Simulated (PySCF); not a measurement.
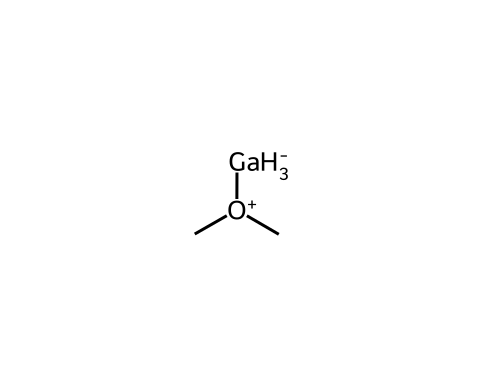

Structural formula above. The geometry was computed by an optimisation with PBE0-D3(BJ)/def2-SVP. No frequency run is at hand to confirm it as a minimum.

Describe the 3D structure.

It has 13 atoms: 2 carbon, 9 hydrogen, 1 gallium and 1 oxygen (C2H9GaO). As SMILES it reads `C[O+](C)[GaH3-]`. Coordination, clear cases only: 2 C tetrahedral; 1 Ga tetrahedral.

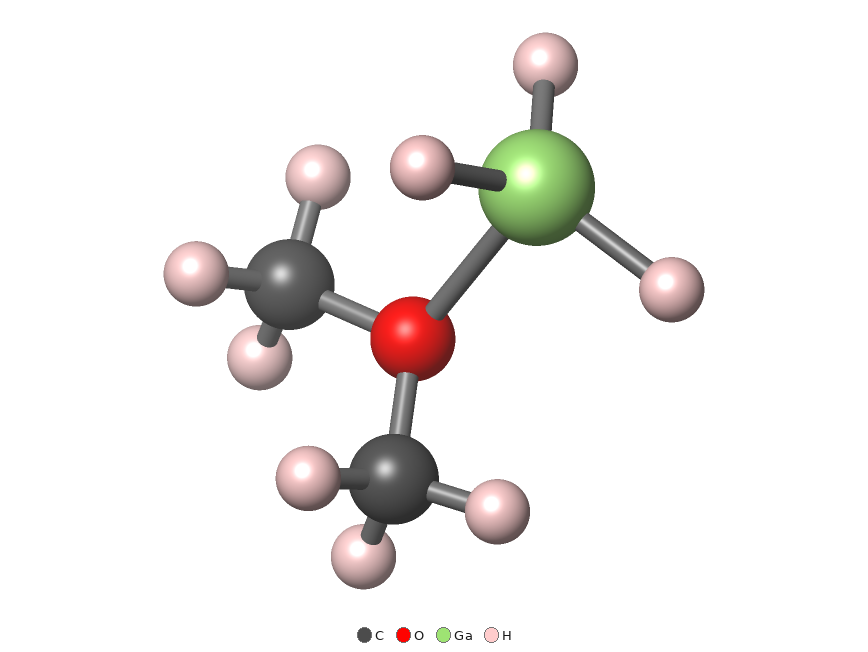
